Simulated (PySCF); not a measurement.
Potential energy curve for N2, singlet.

- NEVPT2 = SC-NEVPT2 on CASSCF(10,8)/cc-pVDZ, all electrons correlated run with PySCF
- UHF/cc-pVDZ (PySCF)
- RMP2 = PySCF with MP2 on RHF/cc-pVDZ, 2 core orbitals frozen
- RCCSD(T) = PySCF with CCSD(T) on RHF/cc-pVDZ, 2 core orbitals frozen
- RKS-r2SCAN = restricted r2SCAN/cc-pVDZ (PySCF)

Energies are in eV, each relative to the lowest point of its own curve near equilibrium.

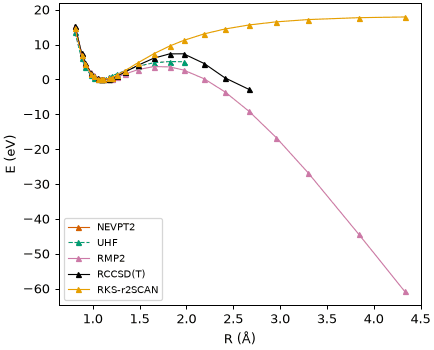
*Energy against bond length for each method.*

| R / Å | NEVPT2 | UHF | RMP2 | RCCSD(T) | RKS-r2SCAN |
|---|---|---|---|---|---|
| 0.81 | 15.303 | 13.479 | 15.445 | 15.288 | 14.604 |
| 0.88 | 7.528 | 6.109 | 7.658 | 7.508 | 7.028 |
| 0.92 | 4.682 | 3.504 | 4.803 | 4.662 | 4.284 |
| 0.98 | 1.950 | 1.148 | 2.050 | 1.933 | 1.688 |
| 1.01 | 1.109 | 0.503 | 1.194 | 1.096 | 0.912 |
| 1.06 | 0.285 | 0.015 | 0.335 | 0.278 | 0.189 |
| 1.09 | 0.061 | 0.000 | 0.083 | 0.058 | 0.022 |
| 1.11 | 0.000 | 0.082 | 0.000 | 0.000 | 0.000 |
| 1.17 | 0.146 | 0.637 | 0.062 | 0.156 | 0.259 |
| 1.20 | 0.358 | 0.963 | 0.221 | 0.374 | 0.529 |
| 1.26 | 0.964 | 1.616 | 0.694 | 0.994 | 1.252 |
| 1.34 | 1.988 | 2.455 | 1.477 | 2.039 | 2.446 |
| 1.48 | — | 3.736 | 2.781 | 4.010 | 4.728 |
| 1.65 | — | 4.781 | 3.677 | 6.064 | 7.335 |
| 1.82 | — | 5.102 | 3.581 | 7.319 | 9.554 |
| 1.97 | — | 5.069 | 2.686 | 7.339 | 11.178 |
| 2.19 | — | — | 0.164 | 4.554 | 13.056 |
| 2.41 | — | — | -3.554 | 0.463 | 14.447 |
| 2.67 | — | — | -9.180 | -2.898 | 15.620 |
| 2.96 | — | — | -16.711 | — | 16.505 |
| 3.30 | — | — | -26.806 | — | 17.160 |
| 3.84 | — | — | -44.399 | — | 17.698 |
| 4.33 | — | — | -60.776 | — | 17.904 |

At the longest distance, 4.33 Å, RKS-r2SCAN lies highest above its minimum (17.904 eV) and RMP2 lowest (-60.776 eV).

The RMP2 curve passes through a maximum at 1.65 Å and then falls by 64.453 eV up to the last usable point.

The RCCSD(T) curve passes through a maximum at 1.97 Å and then falls by 10.237 eV up to the last usable point.

Dashes: no converged value, or the column stops at the first point that the program doubted or that broke a chosen test of continuity, which isn't proof of a fault.

The unrestricted solution behind UHF changes between 1.34 and 1.48 Å and between 1.48 and 1.65 Å and between 1.65 and 1.82 Å, which can leave a kink. The unrestricted determinant behind UHF is spin-contaminated at 1.17 to 4.33 Å (<S²> up to 3.0, against 0.00 for a pure singlet). The restricted form behind RMP2, RKS-r2SCAN keeps the bonding electrons paired and can't separate into open-shell fragments. The T1 diagnostic of CCSD on the restricted reference of RMP2, RCCSD(T) exceeds 0.045 at 2.41 to 2.67 Å.
